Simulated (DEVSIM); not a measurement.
System: abrupt Si p-n junction, at 300 K.

| layer (left to right) | material | thickness (μm) | Nd (cm⁻³) | Na (cm⁻³) | τn (s) | τp (s) |
|---|---|---|---|---|---|---|
| 1 | Si | 0.350 | - | 9.5e17 | 8.5e-6 | 8.5e-6 |
| 2 | Si | 1.60 | 6.2e16 | - | 8.5e-6 | 8.5e-6 |

Left contact: ohmic. Right contact: ohmic. Voltage is applied to the left contact. Recombination: SRH at mid-gap, Auger. Mobility is μmin + (μ − μmin)/(1 + (N/Nref)^α).

This is a model device: material constants are rounded textbook-type values typed into the input, and sizes, dopings and lifetimes were drawn at random. Values at 300 K.

| parameter | Si |
|---|---|
| gap (eV) | 1.124 |
| affinity (eV) | 4.05 |
| permittivity | 11.7 |
| Nc (cm⁻³) | 2.86e19 |
| Nv (cm⁻³) | 3.1e19 |
| μn (cm²/Vs) | 1417 |
| μp (cm²/Vs) | 470 |
| μn,min | 52 |
| μp,min | 45 |
| Nref,n | 9.7e16 |
| Nref,p | 2.2e17 |
| αn | 0.68 |
| αp | 0.72 |
| Cn (cm⁶/s) | 2.8e-31 |
| Cp (cm⁶/s) | 9.9e-32 |

Model (solved in DEVSIM): 1D drift-diffusion, Boltzmann statistics, complete ionisation; no tunnelling, impact ionisation, image-force lowering or self-heating.

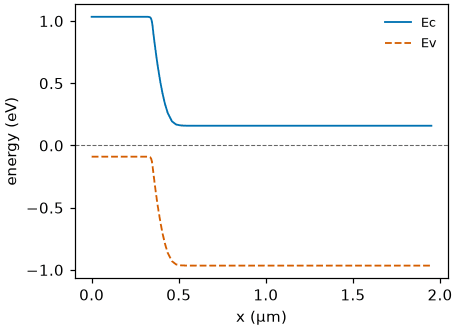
Figure. Band edges at zero bias

Energies count from the Fermi level of the right contact; mesh points crowd at the junctions.

| x (μm) | Ec (eV) | Ev (eV) | n (cm⁻³) | p (cm⁻³) | field (V/cm) |
|---|---|---|---|---|---|
| 0.000 | 1.034 | -0.090 | 120 | 9.5e17 | ≈ 0 |
| 0.01619 | 1.034 | -0.090 | 120 | 9.5e17 | ≈ 0 |
| 0.03932 | 1.034 | -0.090 | 120 | 9.5e17 | ≈ 0 |
| 0.07824 | 1.034 | -0.090 | 120 | 9.5e17 | ≈ 0 |
| 0.1649 | 1.034 | -0.090 | 120 | 9.5e17 | ≈ 0 |
| 0.2400 | 1.034 | -0.090 | 120 | 9.5e17 | ≈ 0 |
| 0.2874 | 1.034 | -0.090 | 120 | 9.5e17 | ≈ 0 |
| 0.3281 | 1.033 | -0.091 | 130 | 9.2e17 | -1700 |
| 0.3464 | 0.992 | -0.132 | 620 | 1.9e17 | -79000 |
| 0.3606 | 0.831 | -0.293 | 310000 | 3.7e14 | -110000 |
| 0.3821 | 0.614 | -0.510 | 1.4e9 | 8.3e10 | -91000 |
| 0.4367 | 0.261 | -0.863 | 1.2e15 | 99000 | -39000 |
| 0.5116 | 0.161 | -0.963 | 5.7e16 | 2000 | -1200 |
| 0.6370 | 0.159 | -0.965 | 6.2e16 | 1900 | ≈ 0 |
| 0.9362 | 0.159 | -0.965 | 6.2e16 | 1900 | ≈ 0 |
| 1.271 | 0.159 | -0.965 | 6.2e16 | 1900 | ≈ 0 |
| 1.554 | 0.159 | -0.965 | 6.2e16 | 1900 | ≈ 0 |
| 1.723 | 0.159 | -0.965 | 6.2e16 | 1900 | ≈ 0 |
| 1.846 | 0.159 | -0.965 | 6.2e16 | 1900 | ≈ 0 |
| 1.895 | 0.159 | -0.965 | 6.2e16 | 1900 | ≈ 0 |
| 1.927 | 0.159 | -0.965 | 6.2e16 | 1900 | ≈ 0 |
| 1.950 | 0.159 | -0.965 | 6.2e16 | 1900 | ≈ 0 |
